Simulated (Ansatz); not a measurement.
# BCl (SMILES [B]Cl) at 6 levels

Wanted: a comparison of 6 runs (HF/STO-3G, BHLYP/STO-3G, BLYP/STO-3G, PBE/STO-3G, wB97X/STO-3G, FCI/STO-3G) of BCl. 

Program for the calculation: Ansatz 0.2.0.

41 further runs of the same task are left out: 1 that didn't finish, 40 set aside as unsound or not needed.

### 1 The structure to begin with

BCl: 2 atoms, total charge 0, spin state singlet. SMILES: `[B]Cl`. The Cl2–B1 distance was set to 2.368 Å, away from the relaxed value.

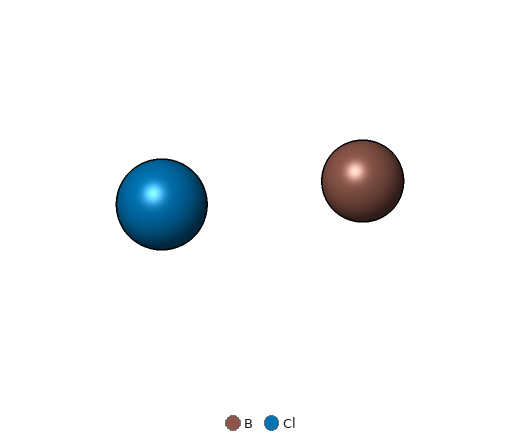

The structure, seen from a chosen angle (boron brown, chlorine blue).

### 2 The energy at HF/STO-3G (run 1)

The input, in.yaml:

```yaml
crystal:
  periodic: [false, false, false]
  atoms:
    - symbol: B
      position_ang: [0.000000, 0.000000, -0.789270]
    - symbol: Cl
      position_ang: [0.000000, 0.000000, 1.578530]
basis:
  gaussian: {orbitals: STO-3G}
accuracy: high
hamiltonian: {xc: hf}
```

The run is started by

```sh
$ ansatz run in.yaml --threads 1 --pin off --max-ram 2610MiB --events-out events.jsonl --progress --plain --runs-dir runs
```

The program printed:

```text
Warning: RAYON_NUM_THREADS=1 ignored (pool sized by the plan → 1); use --threads N
Functional definition: HF
  name "HF"
  exchange = exact_x
  correlation = 0
218 factors; integrals over basis functions are off by at most 3.3e-8 eV
mean field evaluation 1: about -13026.0305 eV, gradient 1.3e1 eV
mean field evaluation 2: about -13026.0640 eV, gradient 1.3e1 eV
mean field evaluation 4: about -13028.2237 eV, gradient 1.2e0 eV
mean field evaluation 8: about -13028.2369 eV, gradient 2.3e-4 eV
mean field -13028.23694556 eV, -478.7788768930 hartree, gradient 1.1e-8 eV, S^2 0.000000; 0 other end points of the search recorded, 0 dependent functions left out
reference -13028.23694556 eV, -478.7788768930 hartree; 11, 11 occupied and 3, 3 virtual orbitals, 218 factors
Total energy: -13028.23694556 eV, -478.7788768930 hartree
```

It took 0.08 s on 1 thread of Intel Xeon Platinum 8375C at 2.90GHz (Ice Lake), shared host.

### 3 A single-point energy at BHLYP/STO-3G (run 2)

The input, job.yaml:

```yaml
basis:
  gaussian:
    orbitals: STO-3G
crystal:
  periodic: [false, false, false]
  atoms:
    - {symbol: B, position_ang: [0.000000, 0.000000, -0.789270]}
    - {symbol: Cl, position_ang: [0.000000, 0.000000, 1.578530]}
accuracy: high
hamiltonian:
  xc: {name: BHLYP}
```

The run is started by

```sh
$ ansatz run job.yaml --threads 1 --pin off --max-ram 2610MiB --events-out events.jsonl --progress --plain --runs-dir runs
```

The program printed:

```text
Warning: RAYON_NUM_THREADS=1 ignored (pool sized by the plan → 1); use --threads N
Functional definition: BHLYP
  name "BHLYP"
  parameter a = 0.5
  exchange = (1 - a)*b88_x + a*exact_x
  correlation = lyp_c
218 factors; integrals over basis functions are off by at most 3.3e-8 eV
mean field evaluation 1: about -13046.9188 eV, gradient 1.4e1 eV
mean field evaluation 2: about -13020.5937 eV, gradient 1.0e2 eV
mean field evaluation 4: about -13049.3905 eV, gradient 4.7e-1 eV
mean field evaluation 8: about -13049.3961 eV, gradient 1.2e-1 eV
mean field evaluation 16: about -13049.3962 eV, gradient 3.0e-8 eV
mean field -13049.39620315 eV, -479.5564652674 hartree, gradient 3.0e-8 eV, S^2 0.000000; 0 other end points of the search recorded, 0 dependent functions left out
reference -13049.39621884 eV, -479.5564658438 hartree; 11, 11 occupied and 3, 3 virtual orbitals, 218 factors
Total energy: -13049.39621884 eV, -479.5564658438 hartree
```

Run time: 0.4 s. Hardware: 1 thread of Intel Xeon Platinum 8375C at 2.90GHz (Ice Lake), shared host.

Runs 3 to 4 aren't shown in full; the table further down has their settings and results.

### 4 The energy at wB97X/STO-3G (run 5)

Edit in.yaml of step 2 so:

```diff
@@ -9,3 +9,3 @@
   gaussian: {orbitals: STO-3G}
+hamiltonian: {xc: {name: wB97X}}
 accuracy: high
-hamiltonian: {xc: hf}
```

The run is started by

```sh
$ ansatz run in.yaml --threads 1 --pin off --max-ram 2610MiB --events-out events.jsonl --progress --plain --runs-dir runs
```

The program printed, shortened:

```text
Warning: RAYON_NUM_THREADS=1 ignored (pool sized by the plan → 1); use --threads N
Functional definition: wB97X
  name "wB97X"
[...]
      + exact_x_lr(omega)
[...]
      + integral(e_c_pw_opposite_spin*poly(b97_u_opposite, 1, cos1, cos2, cos3, cos4))
218 factors; integrals over basis functions are off by at most 3.3e-8 eV
101 factors; integrals over basis functions are off by at most 6.3e-10 eV
[...]
mean field -13049.20794841 eV, -479.5495470332 hartree, gradient 2.6e-8 eV, S^2 0.000000; 0 other end points of the search recorded, 0 dependent functions left out
reference -13049.20794723 eV, -479.5495469898 hartree; 11, 11 occupied and 3, 3 virtual orbitals, 218 factors
Total energy: -13049.20794723 eV, -479.5495469898 hartree
```

It took 1.5 s on 1 thread of Intel Xeon Platinum 8375C at 2.90GHz (Ice Lake), shared host; peak memory 0.18 GiB.

### 5 The energy at FCI/STO-3G (run 6)

The input, run.yaml:

```yaml
crystal:
  periodic: [false, false, false]
  atoms:
    - {symbol: B, position_ang: [0.000000, 0.000000, -0.789270]}
    - {symbol: Cl, position_ang: [0.000000, 0.000000, 1.578530]}
basis:
  gaussian: {orbitals: STO-3G}
correlation: {method: fci, frozen_orbitals: {B: 1, Cl: 5}}
accuracy: high
```

The run is started by

```sh
$ ansatz run run.yaml --threads 1 --pin off --max-ram 2610MiB --events-out events.jsonl --progress --plain --runs-dir runs
```

The program printed:

```text
Warning: RAYON_NUM_THREADS=1 ignored (pool sized by the plan → 1); use --threads N
Functional definition: HF
  name "HF"
  exchange = exact_x
  correlation = 0
218 factors; integrals over basis functions are off by at most 3.3e-8 eV
mean field evaluation 1: about -13026.0305 eV, gradient 1.3e1 eV
mean field evaluation 2: about -13026.0640 eV, gradient 1.3e1 eV
mean field evaluation 4: about -13028.2237 eV, gradient 1.2e0 eV
mean field evaluation 8: about -13028.2369 eV, gradient 2.3e-4 eV
mean field -13028.23694556 eV, -478.7788768930 hartree, gradient 1.1e-8 eV, S^2 0.000000; 0 other end points of the search recorded, 0 dependent functions left out; unrestricted orbitals would lower it
mean field evaluation 16: about -13028.1688 eV, gradient 6.8e0 eV
6 core orbitals not correlated: weight in the atoms' cores, before any rotation towards them, 1.000 or more for the frozen orbitals, at most 0.000 for the correlated occupied ones
reference -13028.23694556 eV, -478.7788768930 hartree; 5, 5 occupied and 3, 3 virtual orbitals, 218 factors
state -13030.30211895 eV, -478.8547706156 hartree
Total energy: -13030.30211895 eV, -478.8547706156 hartree
```

It took 0.18 s on 1 thread of Intel Xeon Platinum 8375C at 2.90GHz (Ice Lake), shared host.

### 6 The series

| run | level | frozen core orbitals | energy (Eh) | wall time |
| --- | --- | --- | --- | --- |
| 1 | HF/STO-3G | – | -478.778877 | 0.08 s |
| 2 | BHLYP/STO-3G | – | -479.556466 | 0.4 s |
| 3 | BLYP/STO-3G | – | -479.502755 | 0.38 s |
| 4 | PBE/STO-3G | – | -479.313545 | 0.4 s |
| 5 | wB97X/STO-3G | – | -479.549547 | 1.5 s |
| 6 | FCI/STO-3G | 6 | -478.854771 | 0.18 s |

### 7 Results

| quantity | value |
| --- | --- |
| run 6: total energy | -478.85477 Eh |
| run 6: correlation energy (6 core orbitals frozen) | -75.9 mEh |

What this shows: Against full CI in this basis: HF +75.9 mEh. Totals of different functionals can't be ranked against each other. In runs 1, 2, 3, 4, 5, 6 the basis is minimal, so the values are rough. All runs together took 3 s, the longest 1.5 s.
